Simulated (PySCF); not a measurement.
H₄OSi···NH₃ (SMILES O[SiH3].N)

```yaml
atoms:
  - { symbol: O, position_ang: [0.6750, 0.2121, -0.6399] }
  - { symbol: Si, position_ang: [-0.4827, -0.2657, 0.4059] }
  - { symbol: H, position_ang: [0.4446, 0.3073, -1.5921] }
  - { symbol: H, position_ang: [0.1309, -0.3151, 1.7563] }
  - { symbol: H, position_ang: [-1.6420, 0.6747, 0.4402] }
  - { symbol: H, position_ang: [-1.0243, -1.6176, 0.0766] }
  - { symbol: N, position_ang: [0.1456, 0.5177, -3.3697] }
  - { symbol: H, position_ang: [-0.6183, 1.1433, -3.5968] }
  - { symbol: H, position_ang: [0.9902, 0.9200, -3.7594] }
  - { symbol: H, position_ang: [-0.0235, -0.3558, -3.8545] }
```

Geometry: PBE0-D3(BJ)/def2-TZVPD.

The calculation used wB97M-D3(BJ)/def2-TZVPD, SCF density, gas phase in PySCF 2.14.0.

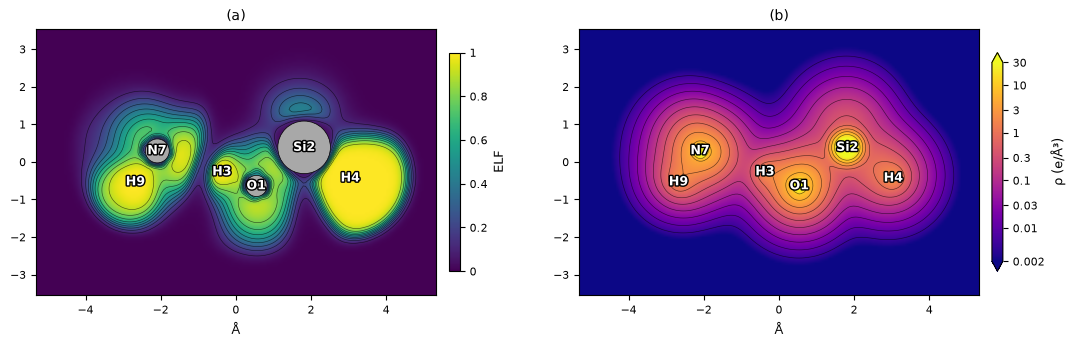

Figure 1. (a) electron localisation function; (b) total electron density on the plane of atoms Si2, O1 and H3. Grey discs cover the atomic cores in the ELF map.

Question: What does the map show?

Answer: The plane passes through O, Si, H and N nuclei.
N7···H3 (1.81 Å): the density falls to about 0.27 e/Å³ on the way; the ELF dips to about 0.15 between them; a closed-shell contact with the geometry of a hydrogen bond.
Si–O (1.63 Å): ρ at the midpoint is about 1.2 e/Å³; the ELF peaks at about 0.85 between the atoms; a polar covalent bond.
O–H (0.98 Å): ρ at the midpoint is about 3.7 e/Å³; the ELF climbs to about 1 towards the hydrogen, as it does in any bond to H; a covalent bond by its length.
N–H (1.01 Å): ρ at the midpoint is about 2.9 e/Å³; the ELF climbs to about 1 towards the hydrogen (an ordinary covalent bond to hydrogen).
Si–H (1.48 Å): ρ at the midpoint is about 0.81 e/Å³; the ELF climbs to about 1 towards the hydrogen.
The ELF also peaks beside O1, away from the bonds: lone-pair regions.

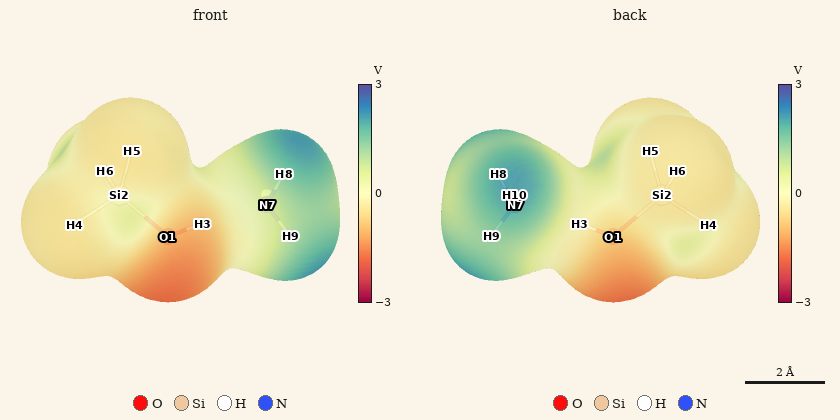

Figure 2. The molecular electrostatic potential painted on the density surface at 0.002 e/bohr³, seen from the front and from behind; red is negative and blue positive.

Question: Describe the electrostatic potential map.

Answer: The most negative region (about −1.7 V) lies over O1, the most positive (about +2.2 V) over H8, H9 and H10. O1 is the likeliest acceptor of a hydrogen bond.

Question: How polar is the complex by this calculation?

Answer: Its dipole moment is 4.10 D.
